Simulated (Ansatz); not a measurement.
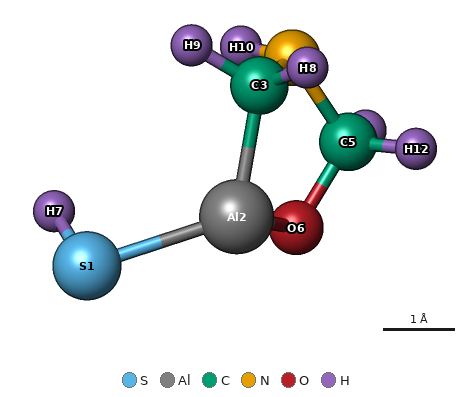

Fig. 1: The starting structure (ball-and-stick view, seen at a tilt; atoms are numbered from 1 in the order of the input). Sticks mark near contacts.

# C$_{2}$H$_{6}$AlNOS: geometry relaxation (part 1 of 2)

- system: C$_{2}$H$_{6}$AlNOS
- method: RKS r2SCAN/STO-3G (Ansatz 0.2.0)

It belongs to a series of runs on one base structure; here: end point A relaxed. Figures and captions count atoms from 1; the log counts them from 0 in places.

### What the program printed
```
The last accepted step is kept in [file] (removed where the run ends without a failure and the disk answers)
Engine: ansatz 0.2.0, x86_64-unknown-linux-gnu
Functional definition: r2SCAN
  parameter k0 = 0.174
  parameter k1 = 0.065
  parameter a1 = 4.9479
  exchange = r2scan_x(k0 = k0, k1 = k1, a1 = a1)
  correlation = r2scan_c
631 factors; integrals over basis functions are off by at most 1.2e-5 eV
mean field evaluation 1: about -22861.1790 eV, gradient 3.2e1 eV
mean field evaluation 2: about -22827.3258 eV, gradient 1.0e2 eV
mean field evaluation 4: about -22864.9326 eV, gradient 4.2e0 eV
mean field evaluation 8: about -22864.8965 eV, gradient 4.7e-1 eV
mean field evaluation 16: about -22864.8974 eV, gradient 5.6e-5 eV
mean field -22864.89737043 eV, -840.2694799791 hartree, gradient 5.6e-5 eV, S^2 0.000000; 0 other end points of the search recorded, 0 dependent functions left out
the calculation of the forces begins
reference -22864.89737688 eV, -840.2694802162 hartree; 31, 31 occupied and 13, 13 virtual orbitals, 631 factors
relax step   1: F+E_penalty+E_count = -22864.89737043 eV  Δ(F+E_penalty+E_count) = +0.000e0 eV  max|allowed force component| = 4.072e0 eV/Å  Δτ_max = 0.0000 Å  (25 SCF iters, accepted)
these checks for a lower state are left out or cut short: starts, cluster_reference, orbital_swaps, neighbouring_geometries, increment
631 factors; integrals over basis functions are off by at most 1.5e-5 eV
mean field -22865.84101012 eV, -840.3041580982 hartree, gradient 2.6e-5 eV, S^2 0.000000; 0 other end points of the search recorded, 0 dependent functions left out
[... from here on the field's lines of each further geometry are left out, up to the last ...]
relax step   2: F+E_penalty+E_count = -22865.84101012 eV  Δ(F+E_penalty+E_count) = -9.436e-1 eV  max|allowed force component| = 1.914e0 eV/Å  Δτ_max = 0.1948 Å  (25 SCF iters, accepted)
relax step   3: F+E_penalty+E_count = -22866.13326201 eV  Δ(F+E_penalty+E_count) = -2.923e-1 eV  max|allowed force component| = 9.194e-1 eV/Å  Δτ_max = 0.1951 Å  (25 SCF iters, accepted)
relax step   4: F+E_penalty+E_count = -22866.26235237 eV  Δ(F+E_penalty+E_count) = -1.291e-1 eV  max|allowed force component| = 5.946e-1 eV/Å  Δτ_max = 0.1954 Å  (25 SCF iters, accepted)
relax step   5: F+E_penalty+E_count = -22866.30833023 eV  Δ(F+E_penalty+E_count) = -4.598e-2 eV  max|allowed force component| = 2.907e-1 eV/Å  Δτ_max = 0.1947 Å  (26 SCF iters, accepted)
relax step   6: F+E_penalty+E_count = -22866.31940530 eV  Δ(F+E_penalty+E_count) = -1.108e-2 eV  max|allowed force component| = 3.773e-1 eV/Å  Δτ_max = 0.2000 Å  (25 SCF iters, accepted)
relax step   7: F+E_penalty+E_count = -22866.35181495 eV  Δ(F+E_penalty+E_count) = -3.241e-2 eV  max|allowed force component| = 2.154e-1 eV/Å  Δτ_max = 0.2000 Å  (26 SCF iters, accepted)
relax step   8: F+E_penalty+E_count = -22866.35996362 eV  Δ(F+E_penalty+E_count) = -8.149e-3 eV  max|allowed force component| = 1.213e0 eV/Å  Δτ_max = 0.1963 Å  (32 SCF iters, accepted)
relax step   9: F+E_penalty+E_count = -22866.45026107 eV  Δ(F+E_penalty+E_count) = -9.030e-2 eV  max|allowed force component| = 5.000e-1 eV/Å  Δτ_max = 0.1998 Å  (27 SCF iters, accepted)
relax step  10: F+E_penalty+E_count = -22866.51060771 eV  Δ(F+E_penalty+E_count) = -6.035e-2 eV  max|allowed force component| = 3.350e-1 eV/Å  Δτ_max = 0.2000 Å  (27 SCF iters, accepted)
relax step  11: F+E_penalty+E_count = -22866.55003450 eV  Δ(F+E_penalty+E_count) = -3.943e-2 eV  max|allowed force component| = 4.672e-1 eV/Å  Δτ_max = 0.2000 Å  (26 SCF iters, accepted)
relax step  12: F+E_penalty+E_count = -22866.58087592 eV  Δ(F+E_penalty+E_count) = -3.084e-2 eV  max|allowed force component| = 1.790e-1 eV/Å  Δτ_max = 0.2000 Å  (32 SCF iters, accepted)
relax step  13: F+E_penalty+E_count = -22866.57123530 eV  Δ(F+E_penalty+E_count) = +9.641e-3 eV  max|allowed force component| = 3.229e-1 eV/Å  Δτ_max = 0.0823 Å  (25 SCF iters, rejected (line search))
relax step  14: F+E_penalty+E_count = -22866.58378746 eV  Δ(F+E_penalty+E_count) = -2.912e-3 eV  max|allowed force component| = 6.534e-2 eV/Å  Δτ_max = 0.0412 Å  (26 SCF iters, accepted)
relax step  15: F+E_penalty+E_count = -22866.58505160 eV  Δ(F+E_penalty+E_count) = -1.264e-3 eV  max|allowed force component| = 2.801e-2 eV/Å  Δτ_max = 0.0694 Å  (26 SCF iters, accepted)
relax step  16: F+E_penalty+E_count = -22866.58488224 eV  Δ(F+E_penalty+E_count) = +1.694e-4 eV  max|allowed force component| = 6.359e-2 eV/Å  Δτ_max = 0.0132 Å  (27 SCF iters, rejected (line search))
the calculation of the forces begins
reference -22866.58522218 eV, -840.3315073869 hartree; 31, 31 occupied and 13, 13 virtual orbitals, 631 factors
relax step  17: F+E_penalty+E_count = -22866.58521573 eV  Δ(F+E_penalty+E_count) = -1.641e-4 eV  max|allowed force component| = 5.061e-3 eV/Å  Δτ_max = 0.0066 Å  (21 SCF iters, accepted)
```

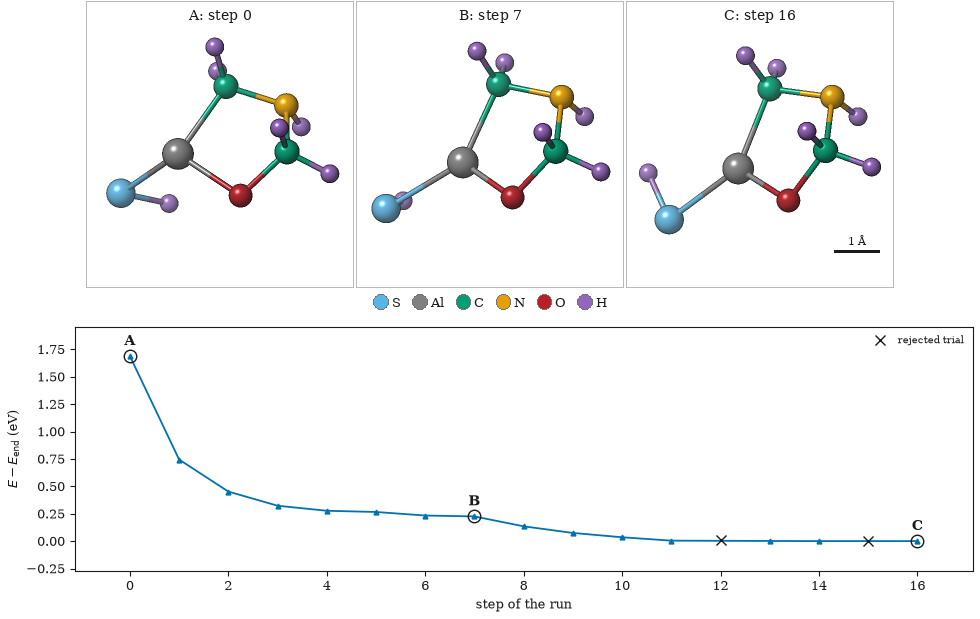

Fig. 2: Frames of the relaxation (ball-and-stick view, seen at a tilt) above the curves, on which the letters mark them (the first geometry is step 0 here and step 1 in the log).

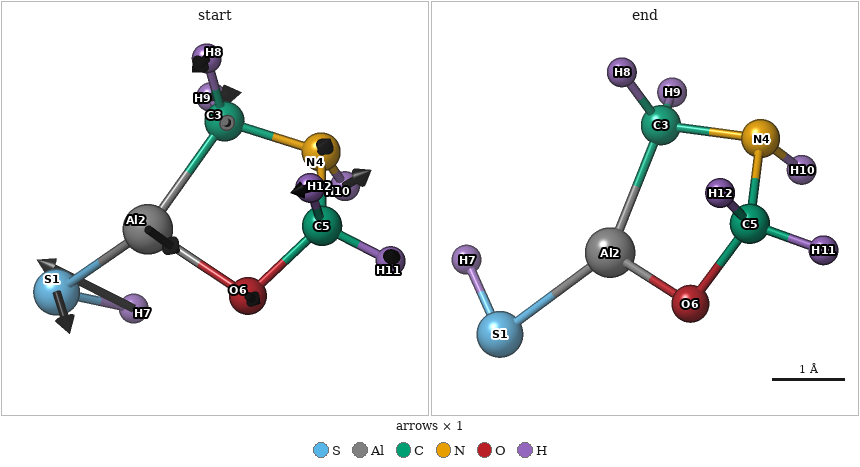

Fig. 3: Before (left) and after (right) the relaxation, at one scale (ball-and-stick view, seen at a tilt). The black arrows give the displacements, at true length. Over 16 geometry steps the energy falls by 1.688 eV. Largest force component: 4.1 eV/Å at the start, 0.0051 eV/Å at the end. The line search rejected the trial steps at points 12, 15 (counted from 0) and went back. H7 moves most after the best rigid fit: 1.55 Å. By element the largest moves are H 1.55 Å, Al 0.81 Å, S 0.64 Å, N 0.35 Å, O 0.28 Å, C 0.27 Å. Among the contacts that change: S1–Al2 2.254 → 2.100 Å, C3–N4 1.421 → 1.551 Å, Al2–O6 1.809 → 1.715 Å, N4–H10 0.984 → 1.069 Å. Among the angles that change: S1–Al2–C3 117.4° → 138.9°, C3–N4–H10 112.8° → 102.5°, Al2–C3–H9 111.0° → 119.0°. (Atoms are counted from 1 in the order of the input.)

```
631 factors; integrals over basis functions are off by at most 4.4e-5 eV
mean field -22866.58521573 eV, -840.3315071498 hartree, gradient 2.2e-5 eV, S^2 0.000000; 1 other end points of the search recorded, 0 dependent functions left out
the calculation of the forces begins
reference -22866.58522218 eV, -840.3315073869 hartree; 31, 31 occupied and 13, 13 virtual orbitals, 631 factors
Total energy: -22866.58522218 eV, -840.3315073869 hartree
Atom 0 at     0.359789     3.245752    -0.224878 Å, force    -0.000848    -0.001938     0.003154 eV/Å
Atom 1 at     0.030057     1.176685    -0.078250 Å, force    -0.000939    -0.000237    -0.003188 eV/Å
Atom 2 at     0.840060    -0.363055     0.728481 Å, force    -0.002964     0.000193    -0.000634 eV/Å
Atom 3 at     0.154026    -1.516049    -0.050196 Å, force     0.000782     0.000844    -0.003255 eV/Å
Atom 4 at    -1.223961    -0.968163    -0.494840 Å, force     0.001646    -0.001213     0.004226 eV/Å
Atom 5 at    -1.256510     0.430141    -0.931163 Å, force     0.005061    -0.000029     0.001243 eV/Å
Atom 6 at     1.458107     3.205038     0.572818 Å, force     0.000356     0.001834    -0.000812 eV/Å
Atom 7 at     0.582580    -0.502677     1.793293 Å, force     0.001347     0.000224    -0.002484 eV/Å
Atom 8 at     1.928309    -0.500170     0.640601 Å, force    -0.003158    -0.000563    -0.000238 eV/Å
Atom 9 at     0.693265    -1.523996    -0.972930 Å, force    -0.000167    -0.000039     0.003511 eV/Å
Atom 10 at    -1.578513    -1.620892    -1.324429 Å, force    -0.001506    -0.000391    -0.000229 eV/Å
Atom 11 at    -1.910110    -1.117814     0.375394 Å, force     0.000390     0.001314    -0.001292 eV/Å
Dipole moment:     0.281942     0.237641     0.077305 e Å
```

### Trajectory as extended XYZ (Å, eV, eV/Å), 17 frames, from step=1 to step=17
```
12
Properties=species:S:1:pos:R:3:forces:R:3 step=1 energy=-22864.89737
S     0.7754    3.0961    0.3139   -0.8941  -1.0097   0.0189
Al   -0.3760    1.1880    0.6484    0.7242   0.9850  -3.0793
C     0.6276   -0.4056    0.8972    3.4817   2.4483   3.2386
N     0.3189   -1.2369   -0.2129   -4.0719  -3.8872   0.8389
C    -1.1493   -0.9374   -0.5867    0.5076   0.2478   1.6656
O    -1.3781    0.4763   -0.6787    0.1245   2.2988   0.9774
H     1.4471    2.6077   -0.7953   -0.6140  -0.0625   0.6526
H     0.4338   -0.8742    1.8675   -0.1332  -0.8311   0.1270
H     1.7558   -0.1843    0.9123   -1.5747  -0.2976  -0.0602
H     0.8497   -1.0180   -1.0124    2.1840   1.2307  -2.9575
H    -1.4037   -1.4063   -1.5218   -0.0904  -0.6795  -1.3967
H    -1.8241   -1.3606    0.2024    0.3564  -0.4429  -0.0253
12
Properties=species:S:1:pos:R:3:forces:R:3 step=2 energy=-22865.84101
S     0.7275    3.1442    0.3154   -0.4833  -0.6479  -0.2023
Al   -0.2547    1.2265    0.5010   -0.2717  -0.4084  -1.2566
C     0.6677   -0.4091    0.9395    0.9096   1.7210   1.2611
N     0.2813   -1.2780   -0.1905   -1.1838  -1.9136  -0.5674
C    -1.1608   -0.9070   -0.5730    0.1799  -0.2338   0.4732
O    -1.4117    0.5263   -0.6655    0.7209   1.1331   0.8693
H     1.3805    2.5762   -0.7518   -0.1008   0.2885   0.2608
H     0.4359   -0.9076    1.8953   -0.0794  -0.1001  -0.0574
H     1.7600   -0.2195    0.9296   -0.1870  -0.3956  -0.0147
H     0.8518   -1.0274   -1.0276    0.4786   0.4781  -0.4585
H    -1.3904   -1.3915   -1.5421    0.0140   0.0095  -0.2535
H    -1.8101   -1.3884    0.2035    0.0029   0.0691  -0.0540
12
Properties=species:S:1:pos:R:3:forces:R:3 step=3 energy=-22866.13326
S     0.6141    3.1774    0.3049    0.1080   0.0958  -0.3261
Al   -0.1662    1.2133    0.4258   -0.2753  -0.9194  -0.6086
C     0.7093   -0.4314    0.9647   -0.2362   0.6882   0.0366
N     0.2460   -1.3638   -0.1624    0.1034  -0.3877  -0.3273
C    -1.1651   -0.8955   -0.5581   -0.1132  -0.3210  -0.2835
O    -1.3705    0.5588   -0.6706    0.7530   0.2600   0.7610
H     1.3691    2.7699   -0.7725   -0.2673   0.1946   0.3949
H     0.4263   -0.9089    1.9207   -0.0131   0.1528  -0.0737
H     1.8043   -0.3570    0.9383    0.1551  -0.2231   0.0356
H     0.8437   -1.0878   -1.0088   -0.1454   0.0669   0.2346
H    -1.3870   -1.3704   -1.5483   -0.0152   0.1724   0.2161
H    -1.8470   -1.3598    0.2001   -0.0539   0.2207  -0.0596
12
Properties=species:S:1:pos:R:3:forces:R:3 step=4 energy=-22866.26235
S     0.5034    3.2592    0.3270    0.0290  -0.5946  -0.2761
Al   -0.0444    1.1906    0.3319   -0.0282   0.1008   0.0381
C     0.7487   -0.4550    0.9483    0.1305  -0.1321  -0.2401
N     0.2247   -1.4520   -0.1387    0.1469   0.3291   0.1082
C    -1.1616   -0.9050   -0.5542   -0.1724   0.0767  -0.1258
O    -1.2801    0.5636   -0.6873    0.2875  -0.2636   0.2064
H     1.3091    2.9529   -0.7397   -0.1062   0.2913   0.2279
H     0.3956   -0.8434    1.9260    0.0966   0.1588  -0.1926
H     1.8569   -0.5164    0.9388   -0.3575  -0.0365   0.0972
H     0.8295   -1.1871   -0.9873   -0.1516  -0.1008   0.1175
H    -1.4147   -1.3716   -1.5369    0.0204   0.0487   0.1239
H    -1.8899   -1.2911    0.2062    0.1050   0.1222  -0.0846
12
Properties=species:S:1:pos:R:3:forces:R:3 step=5 energy=-22866.30833
S     0.4547    3.2563    0.3396    0.0523  -0.1557  -0.1136
Al    0.0033    1.1735    0.2912    0.1720   0.1594  -0.0510
C     0.7641   -0.4725    0.9302   -0.0279  -0.1568  -0.1362
N     0.2041   -1.4877   -0.1173    0.1618   0.2382  -0.0230
C    -1.1650   -0.9139   -0.5529   -0.0620   0.1826   0.0074
O    -1.2337    0.5523   -0.7132    0.0412  -0.2907   0.0275
H     1.3179    3.1458   -0.7146   -0.1683  -0.0306   0.2061
H     0.3942   -0.8071    1.9194    0.0567   0.0673  -0.1319
H     1.8634   -0.5800    0.9387   -0.1621   0.0088   0.0169
H     0.8088   -1.2753   -0.9811   -0.1138  -0.0859   0.1843
H    -1.4313   -1.3949   -1.5229    0.0135   0.0133   0.0687
H    -1.9035   -1.2518    0.2170    0.0367   0.0502  -0.0551
12
Properties=species:S:1:pos:R:3:forces:R:3 step=6 energy=-22866.31940
S     0.3609    3.2765    0.4090   -0.2238  -0.1311   0.1809
Al    0.0768    1.1831    0.1924   -0.0969  -0.1594  -0.0001
C     0.7841   -0.4720    0.8683    0.0360  -0.1683   0.1315
N     0.1608   -1.5452   -0.0641    0.0561   0.3773   0.0170
C    -1.1644   -0.9082   -0.5496    0.0833  -0.0856  -0.2007
O    -1.1304    0.5310   -0.8306   -0.0900  -0.0285   0.0463
H     1.2876    3.2804   -0.5699    0.2721   0.0667  -0.2294
H     0.4305   -0.7257    1.8828    0.0292   0.1090   0.0814
H     1.8717   -0.6203    0.8658    0.1200  -0.0114   0.0205
H     0.7754   -1.4646   -0.9373   -0.0747  -0.0279  -0.0084
H    -1.4523   -1.4589   -1.4722   -0.1086   0.0336  -0.0404
H    -1.9237   -1.1314    0.2392   -0.0026   0.0256   0.0014
```
